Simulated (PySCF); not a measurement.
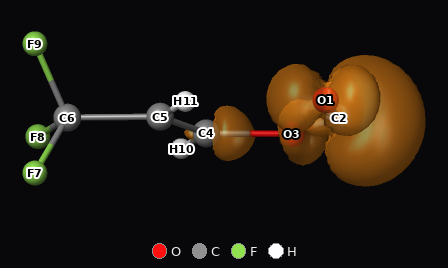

C₄H₂F₃O₂ (SMILES O=[C]O/C=C/C(F)(F)F) (doublet). Isosurfaces of the spin density (α minus β) at +0.04 (orange) and −0.04 e/Å³ (purple), seen from one side.

Geometry: GFN2-xTB.

All numbers below come from PySCF 2.14.0, density-fitted response routines, UKS B3LYP, pcH-1 on C F H O, non-relativistic, mean-field spin-orbit, GIAO.

```yaml
atoms:
  - { symbol: O, position_ang: [0.8814, 0.6064, 2.6356] }
  - { symbol: C, position_ang: [1.8483, 0.4832, 1.9491] }
  - { symbol: O, position_ang: [2.0483, 0.2128, 0.6949] }
  - { symbol: C, position_ang: [1.0223, -0.0153, -0.2058] }
  - { symbol: C, position_ang: [-0.2733, 0.0066, 0.0637] }
  - { symbol: C, position_ang: [-1.3013, -0.2551, -0.9923] }
  - { symbol: F, position_ang: [-2.0697, -1.3107, -0.6857] }
  - { symbol: F, position_ang: [-0.7697, -0.5031, -2.1968] }
  - { symbol: F, position_ang: [-2.1311, 0.7873, -1.1450] }
  - { symbol: H, position_ang: [1.4296, -0.2197, -1.1876] }
  - { symbol: H, position_ang: [-0.6793, 0.2103, 1.0439] }
```

Where is the unpaired spin?

The unpaired spin (1 electron) lies mostly on C2 (about 0.6), O1 (about 0.2) and O3 (about 0.1), in electrons by Hirshfeld's partition. Only one sign reaches the isovalue.
